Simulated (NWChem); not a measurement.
# One shape, several levels: SiH2F2 (SMILES F[SiH2]F)

Wanted: a comparison of 6 runs (HF/6-31G, HF/def2-SVP, B3LYP/6-31G*, SVWN5/aug-cc-pVDZ, CCSD(T)/aug-cc-pVDZ, CCSD(T)/def2-TZVP) of SiH2F2. 

Program for the calculation: NWChem 7.3.0.

## 1. The molecule

The species is SiH2F2 (5 atoms), meant as a singlet with charge 0. As SMILES, `F[SiH2]F`. The coordinates come from a PBE0-D4/def2-TZVP relaxation.

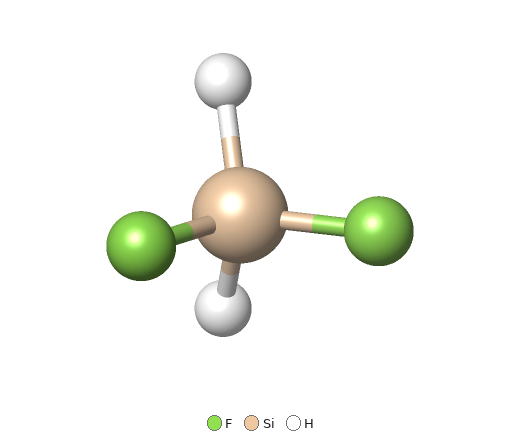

Viewed from a chosen angle; fluorine green, silicon light orange, hydrogen white.

## 2. Energy and gradient at HF/6-31G (run 1)

Contents of f2h2si.nw:

```
echo
start f2h2si
title "F2H2Si"
memory stack 880 mb heap 220 mb global 1100 mb
charge 0

geometry noautosym nocenter noautoz
  F     -1.079010     0.538200     0.980720
  Si    -0.005220    -0.000540    -0.054090
  F      1.247630    -0.520590     0.766910
  H     -0.590470    -1.138740    -0.786300
  H      0.427070     1.121680    -0.907250
end

basis spherical bse
  * library 6-31G
end

scf
  thresh 1e-08
  maxiter 80
end

task scf gradient
```

On the command line:

```
$ nwchem f2h2si.nw > f2h2si.out
```

Standard output:

```text
[...]
  functions       =    35
[...]
  wavefunction    = RHF
[...]
         Total SCF energy =   -488.947395447633
      One-electron energy =   -916.387368902343
      Two-electron energy =    308.698034160487
 Nuclear repulsion energy =    118.741939294224
        Time for solution =      1.3s
[...]
                         RHF ENERGY GRADIENTS
    atom               coordinates                        gradient
                 x          y          z           x          y          z
   1 F      -2.039033   1.017051   1.853292    0.041171  -0.020700  -0.040495
   2 Si     -0.009864  -0.001020  -0.102215    0.007064   0.000743   0.073273
   3 F       2.357679  -0.983772   1.449250   -0.048187   0.019964  -0.032278
   4 H      -1.115827  -2.151907  -1.485892    0.000003   0.000058  -0.000254
   5 H       0.807045   2.119668  -1.714454   -0.000052  -0.000064  -0.000246
[...]
```

Wall time 2.4 s (1 thread of Intel Xeon 6975P-C (Granite Rapids), shared host); peak memory 0.099 GiB.

## 3. Energy and gradient at HF/def2-SVP (run 2)

Contents of f2h2si.nw:

```
start f2h2si
memory stack 880 mb heap 220 mb global 1100 mb

geometry units angstrom noautosym nocenter noautoz
F    -1.079010    0.538200    0.980720
Si   -0.005220   -0.000540   -0.054090
F     1.247630   -0.520590    0.766910
H    -0.590470   -1.138740   -0.786300
H     0.427070    1.121680   -0.907250
end

basis spherical bse
* library def2-SVP
end

scf
thresh 1e-08
maxiter 80
noprint "final vectors analysis"
end

task scf gradient
```

On the command line:

```
$ nwchem f2h2si.nw > f2h2si.out
```

Standard output:

```text
[...]
  functions       =    56
[...]
  wavefunction    = RHF
[...]
         Total SCF energy =   -488.837663164950
      One-electron energy =   -916.838414057796
      Two-electron energy =    309.258811598622
 Nuclear repulsion energy =    118.741939294224
        Time for solution =      1.6s
[...]
                         RHF ENERGY GRADIENTS
    atom               coordinates                        gradient
                 x          y          z           x          y          z
   1 F      -2.039033   1.017051   1.853292    0.005408  -0.002772  -0.006297
   2 Si     -0.009864  -0.001020  -0.102215    0.001470   0.000158   0.015286
   3 F       2.357679  -0.983772   1.449250   -0.006512   0.002653  -0.005198
   4 H      -1.115827  -2.151907  -1.485892   -0.001867  -0.003760  -0.001696
   5 H       0.807045   2.119668  -1.714454    0.001500   0.003720  -0.002095
[...]
```

Wall time 2.6 s (1 thread of Intel Xeon 6975P-C (Granite Rapids), shared host); peak memory 0.1 GiB.

## 4. Energy and gradient at B3LYP/6-31G(d) (spherical functions) (run 3)

Contents of f2h2si.nw:

```
start f2h2si
memory stack 880 mb heap 220 mb global 1100 mb
geometry units angstroms noautosym nocenter noautoz
  F     -1.079010     0.538200     0.980720
  Si    -0.005220    -0.000540    -0.054090
  F      1.247630    -0.520590     0.766910
  H     -0.590470    -1.138740    -0.786300
  H      0.427070     1.121680    -0.907250
end
basis spherical bse
  * library 6-31G*
end
dft
  xc b3lyp
  grid xfine
  convergence energy 1e-08
  maxiter 100
  mulliken
end
task dft gradient
```

On the command line:

```
$ nwchem f2h2si.nw > f2h2si.out
```

Standard output:

```text
[...]
          Wavefunction type:  closed shell.
          No. of atoms     :     5
          No. of electrons :    34
[...]
          Charge           :     0
          Spin multiplicity:     1
[...]
          AO basis - number of functions:    50
[...]
              XC Information
              --------------
                         B3LYP Method XC Potential
                     Hartree-Fock (Exact) Exchange  0.200
                        Slater Exchange Functional  0.800 local
                    Becke 1988 Exchange Functional  0.720 non-local
              Lee-Yang-Parr Correlation Functional  0.810
                  VWN I RPA Correlation Functional  0.190 local
[...]
 d= 0,ls=0.0,diis     1   -490.4153225467 -6.09D+02  2.29D-02  6.34D-01     0.9
[...]
 d= 0,ls=0.0,diis     7   -490.4848471333 -5.44D-09  2.39D-07  3.04D-10     5.0
         Total DFT energy =     -490.484847133283
      One electron energy =     -917.655904639970
           Coulomb energy =      351.191523235660
    Exchange-Corr. energy =      -42.762405023197
 Nuclear repulsion energy =      118.741939294224
[...]
      Total Density - Mulliken Population Analysis
     ---------------------------------------------
    Atom       Charge   Shell Charges
 -----------   ------   -------------------------------------------------------
    1 F    9     9.39   2.00  0.93  3.32  1.03  2.11  0.01
    2 Si  14    13.01   2.00  2.00  5.96  0.88  1.51  0.14  0.18  0.34
    3 F    9     9.39   2.00  0.93  3.32  1.03  2.11  0.01
    4 H    1     1.10   0.52  0.59
    5 H    1     1.10   0.52  0.59
[...]
  wavefunction    = closed shell
                         DFT ENERGY GRADIENTS
    atom               coordinates                        gradient
                 x          y          z           x          y          z
   1 F      -2.039033   1.017051   1.853292    0.009173  -0.004581  -0.008442
   2 Si     -0.009864  -0.001020  -0.102215    0.001063   0.000116   0.011067
   3 F       2.357679  -0.983772   1.449250   -0.010621   0.004427  -0.006619
   4 H      -1.115827  -2.151907  -1.485892    0.000475   0.000647   0.001963
   5 H       0.807045   2.119668  -1.714454   -0.000090  -0.000608   0.002031
[...]
```

Wall time 7.2 s (1 thread of Intel Xeon 6975P-C (Granite Rapids), shared host); peak memory 0.13 GiB.

Runs 4 to 5 aren't shown in full; the table further down has their settings and results.

## 5. The energy at CCSD(T)/def2-TZVP (run 6)

Contents of mymol.nw:

```
start mymol
memory stack 880 mb heap 220 mb global 1100 mb
charge 0
geometry noautosym nocenter noautoz
 F     -1.079010     0.538200     0.980720
 Si    -0.005220    -0.000540    -0.054090
 F      1.247630    -0.520590     0.766910
 H     -0.590470    -1.138740    -0.786300
 H      0.427070     1.121680    -0.907250
end
basis spherical bse
 F library def2-TZVP
 Si library def2-TZVP
 H library def2-TZVP
end
scf
 thresh 1e-08
 maxiter 80
end
ccsd
 freeze core 7
 maxiter 60
end
task ccsd(t) energy
```

On the command line:

```
$ nwchem mymol.nw > mymol.out
```

Standard output:

```text
[...]
  functions       =   111
[...]
  wavefunction    = RHF
[...]
         Total SCF energy =   -489.213984703792
      One-electron energy =   -917.647334834477
      Two-electron energy =    309.691410836461
 Nuclear repulsion energy =    118.741939294224
        Time for solution =     14.4s
[...]
 Total MP2 energy:           -489.829798759660434
[...]
             energy      energy      error      ampl     ampl      Block
                                                time     time      time
[...]
 Total CCSD energy:           -489.844876379509458
[...]
 Total CCSD+T(CCSD) energy:           -489.862802625350810
[...]
 Total CCSD(T) energy:                -489.861663658253690
[...]
```

It took 2.7 min on 1 thread of Intel Xeon 6975P-C (Granite Rapids), shared host; peak memory 0.36 GiB.

## 6. Overview of the runs

```tsv
run	level	iteration cap	module	energy (Eh)	dipole moment (D)	HOMO energy (eV)	LUMO energy (eV)	wall time
1	HF/6-31G	80	scf	-488.947395	2.77	-13.92	3.69	2.4 s
2	HF/def2-SVP	80	scf	-488.837663	1.80	–	–	2.6 s
3	B3LYP/6-31G* (spherical functions)	100	dft	-490.484847	1.41	-9.46	0.67	7.2 s
4	SVWN5/aug-cc-pVDZ	100	dft	-488.061284	1.53	–	–	17 s
5	CCSD(T)/aug-cc-pVDZ	80	ccsd(t)	-489.659509	–	-13.61	1.20	1.7 min
6	CCSD(T)/def2-TZVP	80	ccsd(t)	-489.861664	–	-13.62	3.33	2.7 min
```

## 7. Results

| quantity | value |
| --- | --- |
| run 6: total energy | -489.86166 Eh |
| run 6: HOMO energy (Hartree–Fock orbitals) | -13.62 eV |
| run 6: LUMO energy (Hartree–Fock orbitals) | 3.33 eV |
| run 6: HOMO–LUMO gap (Hartree–Fock orbitals) | 16.95 eV |
| run 6: correlation energy (7 core orbitals frozen) | -647.7 mEh |
| run 6: (T) correction | -16.79 mEh |

**Reading.** Over runs 1, 2, 3, 4 the dipole moment (its size) runs from 1.41 D (B3LYP/6-31G*) to 2.77 D (HF/6-31G). The two ends differ in method and basis. Totals of different functionals can't be ranked against each other. All runs together took 4.9 min, the longest 2.7 min.
